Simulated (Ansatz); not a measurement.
# CHCl2F (dichlorofluoromethane) at B3LYP/6-31G(d) (spherical functions)

Aim: the electronic atomisation energy of CHCl2F (dichlorofluoromethane) at B3LYP/6-31G* (spherical functions), from 5 runs. 

The results are computed with Ansatz 0.2.0.

78 further runs of the same task are left out: 78 set aside as unsound or not needed.

### Step 1. The structure to begin with

CHCl2F has 5 atoms, charge 0, and is taken as a singlet. SMILES: `FC(Cl)Cl`. The coordinates come from a PBE0-D4/def2-TZVP relaxation.

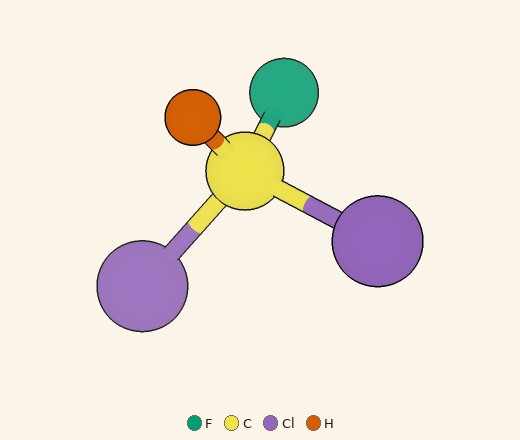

Viewed from a chosen angle; fluorine teal, carbon yellow, chlorine purple, hydrogen orange.

### Step 2. The energy at B3LYP/6-31G(d) (spherical functions)

input.yaml reads:

```yaml
crystal:
  periodic: [false, false, false]
  atoms:
    - {symbol: F, position_ang: [-0.590600, 0.132500, 1.230400]}
    - {symbol: C, position_ang: [0.006400, 0.099400, 0.030700]}
    - {symbol: Cl, position_ang: [1.459900, -0.886800, 0.126900]}
    - {symbol: Cl, position_ang: [-1.120400, -0.525200, -1.167100]}
    - {symbol: H, position_ang: [0.294600, 1.106400, -0.262500]}
basis:
  gaussian:
    orbitals: 6-31G_st_-spherical.json
hamiltonian:
  xc: {name: B3LYP}
accuracy: high
output: {orbitals: {seedname: orbitals}}
```

The basis set 6-31G* is read from a file made from the Basis Set Exchange's data (not shown).

Started as:

```bash
$ ansatz run input.yaml --threads 1 --pin off --max-ram 3480MiB --events-out events.jsonl --progress --plain --runs-dir runs
```

What it wrote:

```text
Warning: RAYON_NUM_THREADS=1 ignored (pool sized by the plan → 1); use --threads N
Functional definition: B3LYP
  name "B3LYP"
  parameter a0 = 0.2
  parameter ax = 0.72
  parameter ac = 0.81
  exchange = (1 - a0 - ax)*slater_x + ax*b88_x + a0*exact_x
  correlation = (1 - ac)*vwn_rpa_c + ac*lyp_c
1425 factors; integrals over basis functions are off by at most 3.3e-9 eV
mean field evaluation 1: about -28813.6618 eV, gradient 2.1e1 eV
mean field evaluation 2: about -28813.1635 eV, gradient 2.9e1 eV
mean field evaluation 4: about -28814.3659 eV, gradient 6.4e-1 eV
mean field evaluation 8: about -28814.5007 eV, gradient 6.9e-2 eV
mean field evaluation 16: about -28814.5007 eV, gradient 2.0e-6 eV
mean field -28814.50068393 eV, -1058.9133689642 hartree, gradient 4.9e-8 eV, S^2 0.000000; 0 other end points of the search recorded, 0 dependent functions left out
reference -28814.50071510 eV, -1058.9133701099 hartree; 25, 25 occupied and 41, 41 virtual orbitals, 1425 factors
Total energy: -28814.50071510 eV, -1058.9133701099 hartree
```

It took 5.1 s on 1 thread of Arm Neoverse V2, shared host; peak memory 0.19 GiB.

### Step 3. The C atom

molecule.yaml reads:

```yaml
basis:
  gaussian:
    orbitals: 6-31G_st_-spherical.json
crystal:
  periodic: [false, false, false]
  atoms:
    - {symbol: C, position_ang: [0.000000, 0.000000, 0.000000]}
accuracy: high
magnetization:
  spin_polarized: true
  initial_magnetization: 2
hamiltonian:
  xc: {name: B3LYP}
```

The basis set 6-31G* is read from a file made from the Basis Set Exchange's data (not shown).

Run the same way, it converges to -37.84469 Eh (log not shown).

### Step 4. The Cl atom

job.yaml reads:

```yaml
basis:
  gaussian: {orbitals: 6-31G_st_-spherical.json}
crystal:
  periodic: [false, false, false]
  atoms:
    - {symbol: Cl, position_ang: [0.000000, 0.000000, 0.000000]}
magnetization: {spin_polarized: true, initial_magnetization: 1}
accuracy: high
hamiltonian: {xc: {name: B3LYP}}
```

The basis set 6-31G* is read from a file made from the Basis Set Exchange's data (not shown).

Run the same way, it converges to -460.13279 Eh (log not shown).

### Step 5. The F atom

job.yaml reads:

```yaml
crystal:
  periodic: [false, false, false]
  atoms:
    - {symbol: F, position_ang: [0.000000, 0.000000, 0.000000]}
basis:
  gaussian: {orbitals: 6-31G_st_-spherical.json}
magnetization: {spin_polarized: true, initial_magnetization: 1}
hamiltonian: {xc: {name: B3LYP}}
accuracy: high
```

The basis set 6-31G* is read from a file made from the Basis Set Exchange's data (not shown).

Run the same way, it converges to -99.71458 Eh (log not shown).

### Step 6. The H atom at the same level

job.yaml reads:

```yaml
crystal:
  periodic: [false, false, false]
  atoms:
    - symbol: H
      position_ang: [0.000000, 0.000000, 0.000000]
basis:
  gaussian: {orbitals: "6-31G*"}
total_charge: 0
magnetization: {spin_polarized: true, initial_magnetization: 1}
hamiltonian: {xc: {name: B3LYP}}
accuracy: high
```

Run the same way, it converges to -0.50027 Eh (log not shown).

### Step 7. What came out

Level: B3LYP/6-31G* (spherical functions).

```
                     quantity           value
       molecule: total energy  -1058.91337 Eh
        molecule: HOMO energy        -8.75 eV
        molecule: LUMO energy        -0.43 eV
      molecule: HOMO–LUMO gap         8.32 eV
         C atom: total energy    -37.84469 Eh
                 C atom: ⟨S²⟩           2.002
        Cl atom: total energy   -460.13279 Eh
                Cl atom: ⟨S²⟩           0.752
         F atom: total energy    -99.71458 Eh
                 F atom: ⟨S²⟩           0.751
         H atom: total energy     -0.50027 Eh
                 H atom: ⟨S²⟩           0.750
electronic atomisation energy       16.007 eV
```

**Reading.** Taking the molecule apart into free atoms costs 16.01 eV (369 kcal/mol), before zero-point energy and without spin-orbit coupling.
